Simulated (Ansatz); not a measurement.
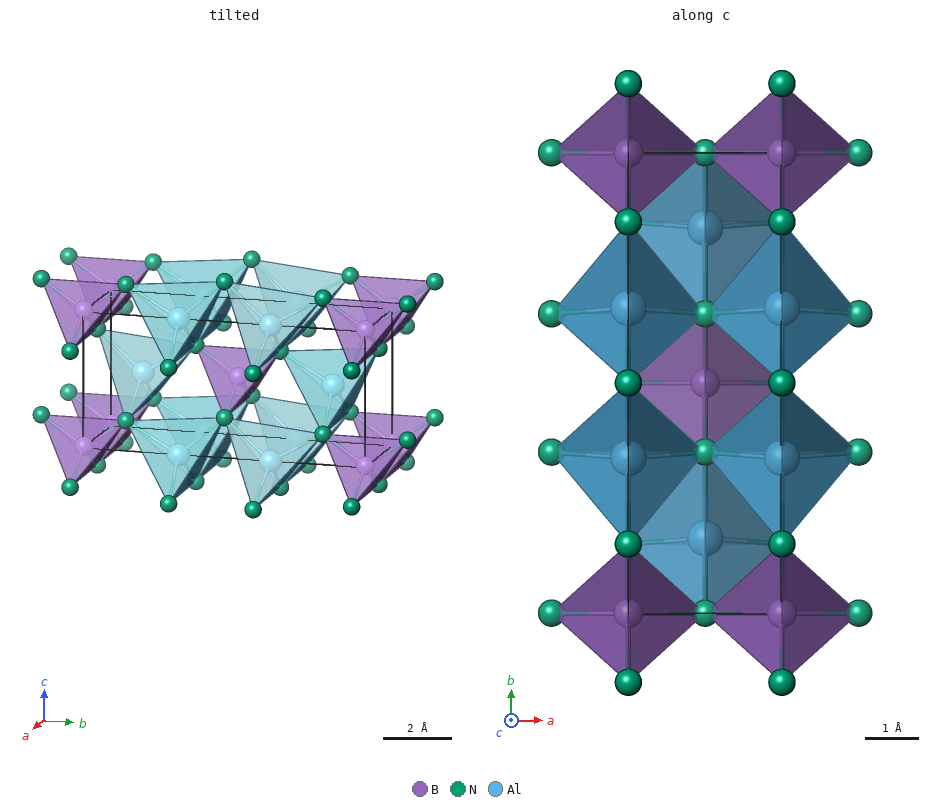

An orthographic polyhedral view of the structure, slightly off an axis and along the c axis. The edges of the conventional unit cell are marked. A few atoms beyond the faces are included.

Al2BN3, space group Imm2 (No. 44), a = 2.912 Å, b = 8.727 Å, c = 4.171 Å, α = 90.00°, β = 90.00°, γ = 90.00°. The model was built from a structure type filled with these elements by a generator (whether the compound takes this form wasn't checked). Earlier steps of the study, as a rule a relaxation of our own, may have changed the cell and positions, so they can lie some per cent off the listed ones. It went into a calculation with Ansatz.

This one geometry was computed with Ansatz (DFT, plane waves, PAW) at four levels of theory: PBE, r2SCAN, PBE0 and HSE06. It was relaxed beforehand with r2SCAN.

> Which level gives the highest pressure at this volume, and what does that say about its equilibrium volume?

Highest: PBE (4.6 GPa), which points to the largest equilibrium volume. Lowest, with the smallest volume: PBE0 (-1.7 GPa) and HSE06 (-1.7 GPa). Levels within 0.5 GPa of each other can't be told apart.

> How does the band gap change with the level of theory?

PBE: a gap of 3.04 eV, indirect; r2SCAN: a gap of 3.60 eV, indirect; HSE06: a gap of 4.27 eV, indirect; PBE0: a gap of 5.01 eV, indirect.

> Collect the results in a table.

| level | cutoff (eV) | k-mesh of the run's cell | gap (eV) | pressure (GPa) |
| --- | --- | --- | --- | --- |
| PBE | 420 | 10×10×10 | 3.04 | 4.6 |
| r2SCAN | 500 | 10×10×10 | 3.60 | 0.0 |
| PBE0 | 420 | 6×6×6 | 5.01 | -1.7 |
| HSE06 | 420 | 6×6×6 | 4.27 | -1.7 |

Gaps are taken on the k-mesh or band path of each run.
